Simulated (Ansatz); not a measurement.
## Fields on a plane of TiO2 (anatase)

```
TiO2
1.0
   -1.88893     1.88893     4.79189
    1.88893    -1.88893     4.79189
    1.88893     1.88893    -4.79189
Ti O
2 4
Direct
  0.50000   0.50000   0.00000
  0.25000   0.75000   0.50000
  0.29273   0.29273   0.00000
  0.04273   0.54273   0.50000
  0.45727   0.95727   0.50000
  0.70727   0.70727   0.00000
```

The slice is a (100) plane (indices of the conventional cell) through the point (0.500, 0.500, 0.000) (fractional), spanned by u = [101] and v = [110] in vectors of this cell: u (3.78 Å) and v (9.58 Å, at 90° to u). It covers one period; positions are fractions (u, v).

Atoms on it: Ti at (0.00, 0.00); Ti at (0.50, 0.25); O at (0.00, 0.79); O at (0.50, 0.04); O at (0.50, 0.46); O at (0.00, 0.21).

Method: r2SCAN (plane waves to 500 eV, PAW, scalar-relativistic; Ansatz, a quantum-chemistry and plane-wave program). k mesh 12×12×12. These are valence fields of a PAW run, semicore shells included where kept as valence: close to a nucleus they are smooth pseudo fields. TiO2 is run without spin polarisation. TiO2 was relaxed with its symmetry unable to fall.

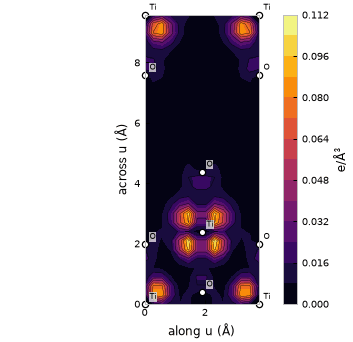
Figure: Density of the lowest conduction band (whole band as if filled, smooth part) in e/Å³, one period of the plane, atoms marked. 

```
|@@#+=+**+=+#@|
|%#+---==---+#|
|++=-::::::-=+|
|**=-:.  .:-=*|
|%#*=:.  .:=*#|
|@%#+-.  .-+#%|
|@@#+-.  .-+#@|
|%%*=:.  .:=*%|
|**=-.    .-=*|
|==-:.    .:-=|
|::.        .:|
|             |
|    ..::..   |
|   .:-==-:.  |
|  .:=+**+=:. |
|  .-+#%%#+-. |
|  :=*%@@%*=: |
|  :=*%@@%*=: |
|  .-+#%%#+-. |
| ..:=+**+=:..|
|::::-=++=-:::|
|==--=#%%#=--=|
|**+=*%@@%*=+*|
|%%*+#@@@@#+*%|
|@@#**%@@%**#@|
|@%#++*%%*++#%|
|%#*===++===*#|
|**+==+**+==+*|
|++==+#%%#+==+|
|%#++*%@@%*++#|
|@@#+*%@@%*+#@|
|@@%**#%%#**%@|
```
Scale: ten equal steps from -1.76 (start of ' ') to 1.00 (end of '@'), in the order ' .:-=+*#%@'. Values: log₁₀ of the valence density in e/Å³. The map has 13 points along u (one character each, u = 0 at the left) and 32 along v (v = 0 in the bottom row). The scale is logarithmic, as a density can span decades between atoms and voids.

| Property | Result |
|---|---|
| Density on the Ti–O line (1.93 Å) at its midpoint | 0.74 e/Å³ |
| ELF at that point | 0.3 |
| Element round which the density of the highest valence band (whole band, smooth part) is largest on this plane | O |
| Element round which the density of the lowest conduction band (whole band as if filled, smooth part) is largest on this plane | Ti |
